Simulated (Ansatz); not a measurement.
The relaxed structure here is a generated cell of ZnSe: the first start was made by a random draw of sites in a space group, and the end was not matched to a known phase here, so it may be hypothetical. Known forms of ZnSe include space group No. 216.

The end point of a relaxation of ZnSe. Space group I-4m2 (No. 119). All values below come from r2SCAN (plane waves to 500 eV, PAW, scalar-relativistic; Ansatz, a first-principles code).

```cif
data_Se8Zn8
_chemical_formula_sum 'Se8 Zn8'
_space_group_name_H-M_alt 'I-4m2'
_space_group_IT_number 119
_space_group_name_Hall 'I -4 -2'
_cell_length_a 7.99116
_cell_length_b 7.99116
_cell_length_c 9.54112
_cell_angle_alpha 90.000
_cell_angle_beta 90.000
_cell_angle_gamma 90.000
loop_
_atom_site_label
_atom_site_type_symbol
_atom_site_symmetry_multiplicity
_atom_site_Wyckoff_symbol
_atom_site_fract_x
_atom_site_fract_y
_atom_site_fract_z
_atom_site_occupancy
Se1 Se 8 i 0.29452 0.00000 0.06087 1
Zn1 Zn 2 a 0.00000 0.00000 0.00000 1
Zn2 Zn 4 f 0.00000 0.50000 0.12770 1
Zn3 Zn 2 d 0.50000 0.00000 0.25000 1
```
(The calculation used a cell of 8 atoms; values per cell refer to that cell.)

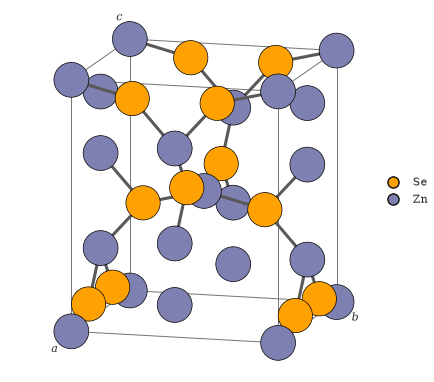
The conventional cell of the relaxed structure

For ZnSe, the volume per atom is 38.08 Å³. The band gap comes out as no gap on the sampled points, where the bands overlap only slightly; such a result is sensitive to mesh and level, the shortest distances comes out as Zn–Zn 2.33 Å; Se–Zn 2.42 Å; Se–Se 3.28 Å and the k-mesh is 8×8×8.

Band energies at high-symmetry points (eV from the Fermi level; labels of this space group; no spin-orbit coupling), from −5 eV up to 5.0 eV:

```json
[
 {"point": "Γ", "energies": "-4.10 -3.36 -2.68 -2.68 -1.56 -1.51 -1.21 -1.21 -0.96 -0.38 -0.38 0.37 2.39 3.21 4.17 4.17 4.98"},
 {"point": "X", "energies": "-4.72 -3.89 -3.86 -3.75 -2.42 -2.16 -2.14 -1.27 -0.91 -0.73 -0.43 -0.38 0.45 3.81 4.21 4.27 4.73"},
 {"point": "P", "energies": "-4.56 -3.99 -3.73 -3.43 -3.30 -2.49 -1.70 -1.56 -0.58 -0.54 -0.40 -0.04 0.32 3.44 4.10 4.38 4.63"},
 {"point": "N", "energies": "-4.83 -4.30 -3.58 -3.40 -2.45 -1.95 -1.67 -1.35 -1.12 -0.76 -0.30 -0.05 0.06 3.29 3.91 4.05 4.34 4.98"},
 {"point": "M", "energies": "-4.47 -3.00 -2.32 -2.03 -2.03 -1.57 -1.57 -1.35 -0.82 -0.82 -0.59 0.15 3.09 3.46 4.48 4.48 4.77"},
 {"point": "S", "energies": "-4.46 -3.25 -2.34 -2.05 -1.83 -1.69 -1.60 -1.25 -0.91 -0.75 -0.57 0.13 3.25 3.60 4.41 4.46 4.78"},
 {"point": "S0", "energies": "-4.46 -3.25 -2.34 -2.05 -1.83 -1.69 -1.60 -1.25 -0.91 -0.75 -0.57 0.13 3.25 3.60 4.41 4.46 4.78"},
 {"point": "R", "energies": "-4.45 -3.40 -2.37 -2.17 -1.79 -1.75 -1.51 -1.26 -0.79 -0.79 -0.56 0.12 3.46 3.68 4.37 4.45 4.79"}
]
```

No spin polarisation in the result.

The run could not lose the symmetry of its start, so the end can be a saddle point.
